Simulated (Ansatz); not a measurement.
# Charge trapping in a frame of liquid 96GeO2-4CaO (mol %) from 2500 K (71 atoms), part 3 of 4

Does an extra electron or hole in a frame of liquid 96GeO2-4CaO (mol %) from 2500 K (71 atoms) stay spread out, or do the atoms trap it?

Ansatz 0.2.0; Kohn-Sham DFT, revPBE, PAW (set soft_2), plane waves.

The cell: 23 Ge, 1 Ca and 47 O. The network of bonds at the start is that of the classical potential that made the cell. Sampling is at Γ alone, for a cell whose shortest periodic width is 10 Å. The liquid is relaxed first.

So far. Step 6 (An extra electron, atoms relaxed): The relaxation converged after 5 steps, 0.0533 eV below its start, with a largest force component of 0.031 eV/Å. Step 6 (An extra electron, atoms relaxed): An extra electron, atoms relaxed: the energy stands 5.30 eV above that of the reference, with a moment of 0.94 μB.

## (7) An extra electron, levels at the relaxed geometry

A single point at the new geometry gives levels and spin density.

input.yaml reads:

```yaml
crystal:
  lattice:
    - [10.367, 0.0, 0.0]
    - [0.0, 10.367, 0.0]
    - [0.0, 0.0, 10.367]
  atoms:
    - { symbol: Ge, position: [0.58682, 0.65052, 0.62515] }
    - { symbol: Ge, position: [0.49669, 0.55063, 0.35492] }
    - { symbol: Ge, position: [0.08367, 0.2087, 0.0239] }
    - { symbol: Ge, position: [0.8115, 0.10508, 0.4174] }
    - { symbol: Ge, position: [0.55287, 0.13704, 0.21644] }
    - { symbol: Ge, position: [0.01189, 0.84257, 0.76762] }
    [... 59 atom lines left out ...]
    - { symbol: O, position: [0.86825, 0.48173, 0.06604] }
    - { symbol: O, position: [0.97505, 0.49675, 0.30378] }
    - { symbol: O, position: [0.85083, 0.73547, 0.20091] }
    - { symbol: O, position: [0.22106, 0.10675, 0.05053] }
    - { symbol: O, position: [0.00774, 0.67479, 0.75556] }
    - { symbol: O, position: [0.91278, 0.97122, 0.387] }
total_charge: -1
kpoints:
  mp_grid: { grid: [1, 1, 1] }
hamiltonian:
  xc: revpbe
scf:
  occupations: { method: fermi_dirac, width: 0.01 }
  lower_state_search: "off"
output:
  forces: true
  stress: true
  populations: true
  dos:
    method: { smearing: { sigma: 0.15 } }
    de: 0.1
    projected: { site_lists: { Ca: [Ca], Ge: [Ge], O: [O] } }
  eigenvalues: true
  write_density: true
  write_potential: true
  volumetric_format: npy
magnetization:
  spin_polarized: true
  initial_magnetization: 1
```

Launch:

```bash
> ansatz run input.yaml --threads 4 --pin off --max-ram 8192MiB --backend cpu --events-out ev --progress --plain --runs-dir out
```

Numbers of over 12 decimals in the logs are rounded to 6 here.

Log:

```text
[...]
Crystal: 71 atoms, lattice volume = 1114.190 Å³
Basis set: ecut = 420 eV, 21879 PW (Γ), exchange–correlation on 144×144×144 points (8 copies of the dense FFT grid, shifted against one another)
Bands: 379, of which v1, the nominal top of the filled ones, is band 308 counted from 1 (307 counted from 0)
Symmetry: 1 space group operations
[...]
k-points: 1
[...]
Starting moments: Σ|m| = 1 μB on 71 of 71 sites
[...]
SCF iter   1: F=—  HF=-127433.321253 eV  |F-HF|=—  |Δ(HF+E_count)|=         —  Δρ=4.45e-2 (↑4.45e-2 ↓4.30e-2)  dr2=7.59e1  dr2_m=4.29e-1  M=1.000 μB ∫|m|=1.071 μB  β_m=1.00  ethr=3.10e-3  ⟨swp⟩=7.0  Hψ=3154  notcnv=0  defer=64
[...]
SCF iter  14: F=—  HF=-127417.108793 eV  |F-HF|=—  |Δ(HF+E_count)|=   5.64e-4  Δρ=3.01e-4 (↑3.01e-4 ↓3.01e-4)  dr2=2.05e-7  dr2_m=9.23e-4  M=0.800 μB ∫|m|=0.875 μB  β_m=0.30  ethr=8.53e-11  ⟨swp⟩=4.0  Hψ=2053  notcnv=0  defer=130
[...]
spin-set hold released at iteration 14 (site moments contracting): the magnetisation degrees of freedom join the quasi-Newton model from the next iteration; the mixer history was flushed
SCF iter  15: F=—  HF=-127417.109243 eV  |F-HF|=—  |Δ(HF+E_count)|=   4.50e-4  Δρ=2.69e-4 (↑2.69e-4 ↓2.66e-4)  dr2=8.40e-7  dr2_m=7.29e-4  M=0.833 μB ∫|m|=0.914 μB  β_m=0.29  ethr=3.34e-11  ⟨swp⟩=4.0  Hψ=2151  notcnv=0  defer=130
[...]
SCF iter  24: F=-127417.110549 eV  HF=-127417.110549 eV  |F-HF|=3.93e-10  |Δ(HF+E_count)|=   1.32e-9  Δρ=2.21e-7 (↑2.21e-7 ↓2.20e-7)  dr2=1.09e-10  dr2_m=4.64e-10  M=0.941 μB ∫|m|=1.058 μB  ethr=1.00e-12  ⟨swp⟩=5.0  Hψ=3463  notcnv=0
SCF 1 converged in 24 iterations: F = -127417.110549 eV  dr2 = 1.09e-10
[...]
SCF converged after 24 iterations
Magnetization: 0.9415 μB (307.9707 up, 307.0293 down)
Absolute magnetization: 1.0169 μB (∫|ρ↑−ρ↓|, with the PAW one-centre terms)
[...]
Per-site moments (μB) at R_I (Å): [(0.00168483, 0.725491), (0.00218842, 0.723159), (0.010046, 0.720924), (0.00547599, 0.729501), (0.00826292, 0.725037), [...]
Free energy (F): -127417.110549 eV
[...]
Internal energy: -127417.107905 eV  (E = F + TS)
E sigma→0 (E₀):  -127417.109227 eV
Entropy (-TS):   -0.002644 eV (-0.037 meV/atom)
Fermi energy:    5.305128 eV
[...]
--- Forces (eV/Å), atoms counted from 1 ---
  atom   1  Ge     0.00392532     0.00106600     0.00213903
  atom   2  Ge    -0.00796822     0.00646613    -0.00680181
  atom   3  Ge    -0.01201883    -0.02453865    -0.01665409
  atom   4  Ge    -0.00484002     0.00338973     0.00690121
  atom   5  Ge     0.00553234     0.00197111    -0.00460371
  atom   6  Ge     0.00492911     0.01605267    -0.00707613
  atom   7  Ge     0.01277404     0.00917164    -0.01686677
  atom   8  Ge    -0.00520837    -0.00830098    -0.00728165
  atom   9  Ge    -0.00371519     0.01920706     0.00378264
  atom  10  Ge     0.00027992    -0.00431924    -0.01161503
  atom  11  Ge     0.00048288    -0.01074003     0.01680724
  atom  12  Ge    -0.00515650    -0.02491312     0.00387297
  atom  13  Ge    -0.00896059     0.00677694     0.00282168
  atom  14  Ge    -0.00403081     0.00756411    -0.00597161
[...]
atom  70  O      0.01037337     0.00188945     0.00911186
  atom  71  O     -0.00279600    -0.00828087     0.00697588
  max |Σ_I F_I| component: 4.46e-6 eV/Å
--- Stress (GPa, compression-positive) ---
       -0.671623       0.085788      -0.144190
        0.085788       0.676509      -0.080153
       -0.144190      -0.080153       1.038750
  P = ⅓ Tr σ = 0.3479 GPa (3.479 kbar)
--- Band table (eV) ---
[...]
--- Löwdin populations: 71 sites ---
  site symbol       q [e]    m [muB]
     0     Ge     12.4313     0.0093
     1     Ge     12.4415     0.0122
     2     Ge     12.4614     0.0410
[...]
70      O      6.7358     0.0056
  spilling = 0.005525 (of n_electrons = 615.000000)
```

It took 84 s on 4 threads of Arm Neoverse V1, shared host; peak memory 2.4 GiB; 5.5 min of CPU time.

An extra electron, levels at the relaxed geometry: the energy stands 5.30 eV above that of the reference, with a moment of 0.94 μB.

The levels nearest the highest filled one (over half full), pooled over k-points and spins:

```csv
level less the highest filled one (eV),occupation
-1.63,1
-1.40,1
-1.40,1
0,0.971
0.07,0.029
1.46,0
1.55,0
1.64,0
```

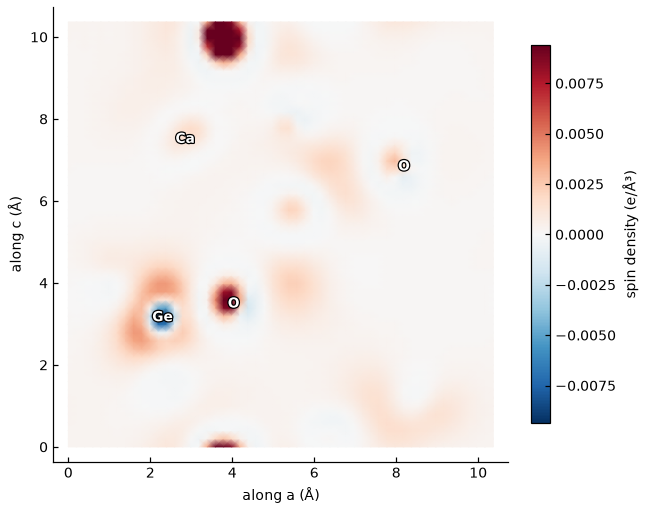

Spin density in the ac plane at fractional y = 0.329, with atoms of Ge and Ca and O within 0.2 Å of it. The map starts off the cell's origin, so that atoms lie inside it.

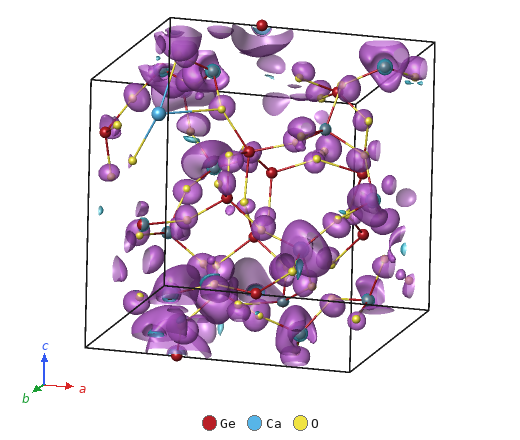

Surfaces of spin density = ±0.0039 e/Å³, which hold about 50 % of the integral of its size. The two colours are the two signs. Bonds to atoms that aren't drawn are left out.

## (8) Neutral at the geometry of the electron

The neutral cell at the new geometry gives the energy of that geometry without the charge.

input.yaml reads:

```yaml
crystal:
  lattice:
    - [10.367, 0.0, 0.0]
    - [0.0, 10.367, 0.0]
    - [0.0, 0.0, 10.367]
  atoms:
    [... the 71 atom lines of step 7 ...]
kpoints:
  mp_grid: { grid: [1, 1, 1] }
hamiltonian:
  xc: revpbe
scf:
  occupations: { method: fermi_dirac, width: 0.05 }
output:
  forces: true
  stress: true
  populations: true
  dos:
    method: { smearing: { sigma: 0.15 } }
    de: 0.1
    projected: { site_lists: { Ca: [Ca], Ge: [Ge], O: [O] } }
  eigenvalues: true
```

Log:

```text
[...]
Crystal: 71 atoms, lattice volume = 1114.190 Å³
Basis set: ecut = 420 eV, 21879 PW (Γ), exchange–correlation on 144×144×144 points (8 copies of the dense FFT grid, shifted against one another)
Bands: 378, of which v1, the nominal top of the filled ones, is band 307 counted from 1 (306 counted from 0)
Symmetry: 1 space group operations
[...]
k-points: 1
[...]
SCF iter   1: F=—  HF=-127422.388743 eV  |F-HF|=—  |Δ(HF+E_count)|=         —  Δρ=4.40e-3  dr2=2.89e-1  ethr=1.77e-3  ⟨swp⟩=6.0  Hψ=1443  notcnv=0  defer=45
[...]
SCF iter  10: F=-127422.348195 eV  HF=-127422.348195 eV  |F-HF|=3.23e-8  |Δ(HF+E_count)|=   2.57e-7  Δρ=1.70e-6  dr2=3.13e-8  ethr=1.63e-11  ⟨swp⟩=11.0  Hψ=1870  notcnv=0
SCF 1 converged in 10 iterations: F = -127422.348195 eV  dr2 = 3.13e-8
[...]
SCF converged after 10 iterations
Free energy (F): -127422.348195 eV
[...]
Internal energy: -127422.348180 eV  (E = F + TS)
E sigma→0 (E₀):  -127422.348187 eV
Entropy (-TS):   -0.000015 eV (-0.000 meV/atom)
Fermi energy:    4.598801 eV
[...]
--- Forces (eV/Å), atoms counted from 1 ---
  atom   1  Ge     0.04645755    -0.11640471    -0.04312023
  atom   2  Ge     0.09355032    -0.07322397     0.15254657
  atom   3  Ge    -0.19594827     0.18809643    -0.02367848
  atom   4  Ge     0.10501247    -0.02472316     0.08059897
  atom   5  Ge     0.06201612     0.34645720     0.22719257
  atom   6  Ge    -0.05352883    -0.13374724    -0.24720097
  atom   7  Ge     0.17918282    -0.07545289    -0.08608966
  atom   8  Ge     0.03772637     0.06081180    -0.06990112
  atom   9  Ge    -0.23680696    -0.11935582    -0.07966929
  atom  10  Ge     0.18577226    -0.14088616    -0.29013602
  atom  11  Ge    -0.12618440    -0.10622695    -0.00078878
  atom  12  Ge     0.00527456    -0.06609228    -0.03640606
  atom  13  Ge     0.02963666     0.12944258    -0.01788628
  atom  14  Ge    -0.07563935    -0.09497935    -0.11935899
[...]
atom  70  O      0.04067939     0.11141837     0.09889368
  atom  71  O     -0.07204794     0.08906319    -0.00709353
  max |Σ_I F_I| component: 2.97e-5 eV/Å
--- Stress (GPa, compression-positive) ---
       -1.530224       0.168088      -0.147771
        0.168088      -0.164011      -0.048309
       -0.147771      -0.048310       0.183523
  P = ⅓ Tr σ = -0.5036 GPa (-5.036 kbar)
--- Band table (eV) ---
[...]
--- Löwdin populations: 71 sites ---
  site symbol       q [e]
     0     Ge     12.4143
     1     Ge     12.4225
     2     Ge     12.4199
[...]
70      O      6.7302
  spilling = 0.005512 (of n_electrons = 614.000000)
```

Wall time 17 s (4 threads); peak memory 1.5 GiB; 65 s of CPU time.

Neutral at the geometry of the electron: the energy stands 0.0588 eV above that of the reference.

## (9) An extra hole, atoms held

The electron count changes by one with the atoms held: a vertical process, on a uniform background, with spin and a narrow Fermi–Dirac smearing. Its energy against the neutral cell hangs on the program's zero of potential.

input.yaml: that of step 8 with these lines changed.

```diff
@@ -6,3 +6,4 @@
   atoms:
-    [... the 71 atom lines of step 7 ...]
+    [... the 71 atom lines of step 4 ...]
+total_charge: 1
 kpoints:
@@ -12,3 +13,4 @@
 scf:
-  occupations: { method: fermi_dirac, width: 0.05 }
+  occupations: { method: fermi_dirac, width: 0.01 }
+  lower_state_search: "off"
 output:
@@ -22 +24,7 @@
   eigenvalues: true
+  write_density: true
+  write_potential: true
+  volumetric_format: npy
+magnetization:
+  spin_polarized: true
+  initial_magnetization: 1
```

Log:

```text
[...]
Crystal: 71 atoms, lattice volume = 1114.190 Å³
Basis set: ecut = 420 eV, 21879 PW (Γ), exchange–correlation on 144×144×144 points (8 copies of the dense FFT grid, shifted against one another)
Bands: 378, of which v1, the nominal top of the filled ones, is band 307 counted from 1 (306 counted from 0)
Symmetry: 1 space group operations
[...]
k-points: 1
[...]
Starting moments: Σ|m| = 1 μB on 71 of 71 sites
[...]
SCF iter   1: F=—  HF=-127445.258772 eV  |F-HF|=—  |Δ(HF+E_count)|=         —  Δρ=4.62e-2 (↑4.53e-2 ↓4.62e-2)  dr2=7.00e1  dr2_m=2.01e-1  M=1.000 μB ∫|m|=1.069 μB  β_m=1.00  ethr=3.10e-3  ⟨swp⟩=7.0  Hψ=3126  notcnv=0  defer=60
[...]
SCF iter   2: F=—  HF=-127430.970272 eV  |F-HF|=—  |Δ(HF+E_count)|=         —  Δρ=2.95e-2 (↑2.77e-2 ↓2.95e-2)  dr2=2.39e1  dr2_m=1.89e-1  M=0.446 μB ∫|m|=0.626 μB  β_m=0.30  ethr=3.10e-3  ⟨swp⟩=3.0  Hψ=1284  notcnv=0  defer=124
[...]
SCF iter  12: F=—  HF=-127425.669492 eV  |F-HF|=—  |Δ(HF+E_count)|=   2.54e-2  Δρ=2.74e-3 (↑9.04e-4 ↓2.74e-3)  dr2=1.25e-1  dr2_m=2.24e-2  M=0.998 μB ∫|m|=1.106 μB  β_m=0.30  ethr=4.56e-5  ⟨swp⟩=3.0  Hψ=864  notcnv=0  defer=128
[...]
SCF iter  14: F=—  HF=-127425.663491 eV  |F-HF|=—  |Δ(HF+E_count)|=   9.77e-2  Δρ=1.78e-3 (↑5.64e-4 ↓1.78e-3)  dr2=4.51e-2  dr2_m=9.07e-3  M=0.991 μB ∫|m|=1.101 μB  β_m=0.18  ethr=2.04e-5  ⟨swp⟩=3.0  Hψ=1199  notcnv=0  defer=128
[...]
SCF iter  36: F=-127425.665142 eV  HF=-127425.665142 eV  |F-HF|=1.04e-8  |Δ(HF+E_count)|=  4.07e-10  Δρ=8.18e-7 (↑3.24e-7 ↓8.18e-7)  dr2=1.29e-8  dr2_m=1.98e-9  M=0.998 μB ∫|m|=1.121 μB  β_m=0.19  ethr=2.12e-12  ⟨swp⟩=5.5  Hψ=3298  notcnv=0
SCF iter  37: F=-127425.665142 eV  HF=-127425.665142 eV  |F-HF|=1.22e-9  |Δ(HF+E_count)|=  5.82e-10  Δρ=3.53e-7 (↑1.67e-7 ↓3.53e-7)  dr2=1.58e-9  dr2_m=5.72e-10  M=0.998 μB ∫|m|=1.121 μB  ethr=2.10e-12  ⟨swp⟩=5.5  Hψ=3181  notcnv=0
SCF 1 converged in 37 iterations: F = -127425.665142 eV  dr2 = 1.58e-9
[...]
SCF converged after 37 iterations
Magnetization: 0.9981 μB (306.9990 up, 306.0010 down)
Absolute magnetization: 1.1226 μB (∫|ρ↑−ρ↓|, with the PAW one-centre terms)
[...]
Per-site moments (μB) at R_I (Å): [(4.695657649222996e-5, 0.725167), (-0.000155493, 0.721375), (1.4919587992164312e-5, 0.717847), (-0.000103543, 0.728128), (-7.90156304139559e-5, 0.721673), [...]
Free energy (F): -127425.665142 eV
[...]
Internal energy: -127425.655938 eV  (E = F + TS)
E sigma→0 (E₀):  -127425.660540 eV
Entropy (-TS):   -0.009204 eV (-0.130 meV/atom)
Fermi energy:    2.885042 eV
[...]
Σ components = -127425.665142   (vs F -127425.665142, Δ=0.00e0)
--- Forces (eV/Å), atoms counted from 1 ---
  atom   1  Ge    -0.41105968     0.49799008    -0.13289598
  atom   2  Ge     0.00987892     0.22023991    -0.40303844
  atom   3  Ge     0.15464150    -0.25304444     0.07187653
  atom   4  Ge    -0.21010123    -0.16727585    -0.02934075
[...]
atom  71  O      0.04163852    -0.09736966     0.05832751
  max |Σ_I F_I| component: 8.64e-6 eV/Å
--- Stress (GPa, compression-positive) ---
       -0.960893      -0.008532      -0.253915
       -0.008532       0.901152      -0.173033
       -0.253915      -0.173033       0.665630
  P = ⅓ Tr σ = 0.2020 GPa (2.020 kbar)
--- Band table (eV) ---
[...]
--- Löwdin populations: 71 sites ---
  site symbol       q [e]    m [muB]
     0     Ge     12.3955    -0.0031
     1     Ge     12.4100    -0.0028
     2     Ge     12.4031    -0.0002
[...]
70      O      6.7213     0.0025
  spilling = 0.005419 (of n_electrons = 613.000000)
```

Elapsed: 83 s, on 4 threads; peak memory 2.4 GiB.

An extra hole, atoms held: the energy stands 3.26 eV below that of the reference, with a moment of 1.00 μB.

The levels nearest the highest filled one (over half full), pooled over k-points and spins:

```csv
level less the highest filled one (eV),occupation
-0.0729,1
-0.0518,0.999
-0.0263,0.988
0,0.856
0.0346,0.157
2.54,0
2.54,0
4.09,0
```

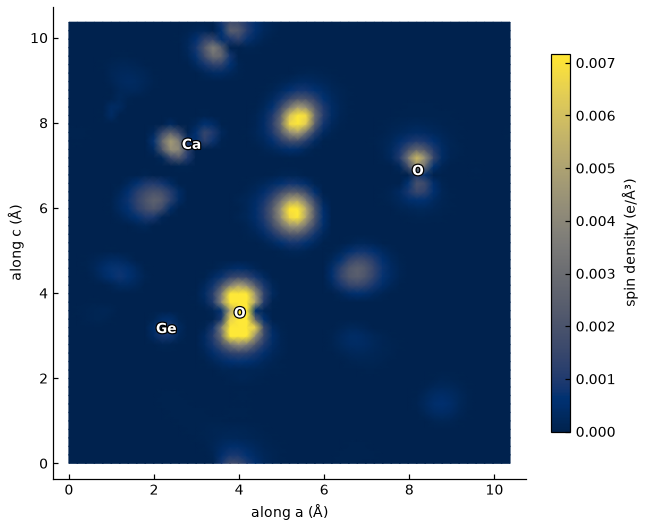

Spin density in the ac plane at fractional y = 0.328, with atoms of Ge and Ca and O within 0.2 Å of it. The map starts off the cell's origin, so that atoms lie inside it.

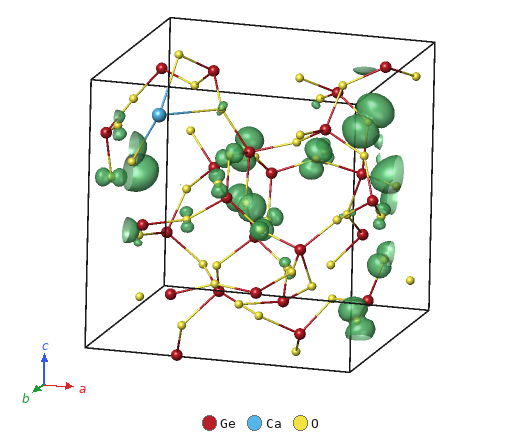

Surface of spin density = 0.012 e/Å³, which holds about 70 % of the integral of its size. Bonds to atoms that aren't drawn are left out.

## (10) An extra hole, atoms relaxed

The atoms now respond to the charge; the energy gained comes from screening by the atoms, from trapping if the charge localises, and from any strain left in the reference.

Input and log are left out; they have the form of those shown for this kind of step.

The job ended after 4.6 min (4 threads of Arm Neoverse V1, shared host; peak memory 2.4 GiB; 18 min of CPU time).

The relaxation converged after 12 steps, 0.674 eV below its start, with a largest force component of 0.045 eV/Å.

An extra hole, atoms relaxed: the energy stands 3.93 eV below that of the reference, with a moment of 1.00 μB.

## (11) An extra hole, levels at the relaxed geometry

A single point at the new geometry gives levels and spin density.

Input and log are left out; they have the form of those shown for this kind of step.

It took 52 s on 4 threads of Arm Neoverse V1, shared host; peak memory 2.4 GiB.

The program notes that the exchange-correlation potential is rough where the density is thin.

An extra hole, levels at the relaxed geometry: the energy stands 3.93 eV below that of the reference, with a moment of 1.00 μB.

Local excerpt of 12 atoms (numbers count through the whole input) about O57, which holds the most spin; x, y, z are measured from there.

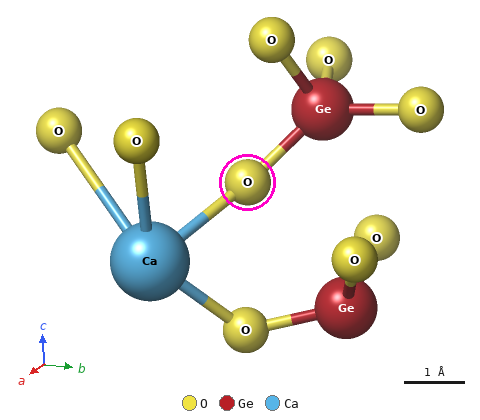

The atoms of the table, within 3.3 Å (arrows a, b, c point along x, y, z); some may hide others; the central atom is ringed.

```csv
atom,x,y,z,distance (Å),Löwdin charge (e),moment (μB)
O57,0.00,0.00,0.00,0.00,-0.66,0.43
Ge21,-1.06,0.96,1.07,1.78,1.57,0.00
Ca24,1.88,-1.02,-0.92,2.33,1.82,0.00
O28,0.75,0.21,-2.38,2.50,-0.73,0.32
O66,-0.14,0.47,2.54,2.59,-0.72,0.06
O62,-1.58,1.65,-1.32,2.64,-0.72,0.01
Ge20,0.08,1.78,-2.03,2.70,1.57,0.00
O70,1.17,2.46,-0.76,2.83,-0.75,0.00
O56,-2.72,0.37,1.36,3.07,-0.72,0.00
O35,2.58,-0.88,1.46,3.09,-0.80,0.00
O43,-1.11,2.76,1.23,3.22,-0.73,0.00
O65,0.90,-3.07,0.89,3.32,-0.77,0.00
```

The distance from O57 to O66 changes most, from 2.76 Å in the neutral cell to 2.59 Å.

The levels nearest the highest filled one (over half full), pooled over k-points and spins:

```csv
level less the highest filled one (eV),occupation
-0.150,1
-0.0438,1
-0.0409,1
0,1
0.992,0
2.36,0
2.36,0
3.89,0
```

(Continued in part 4 of 4.)

[Logs are printed without paths, hosts, clocks, repeated set-up lines and the standing remarks that a program may print on its own settings, such as how far it seeks lower states.]

[Hosts, paths, dates, database ids (printed as entryN), source tags and the programs' standing remarks are cut or masked in the printed files.]
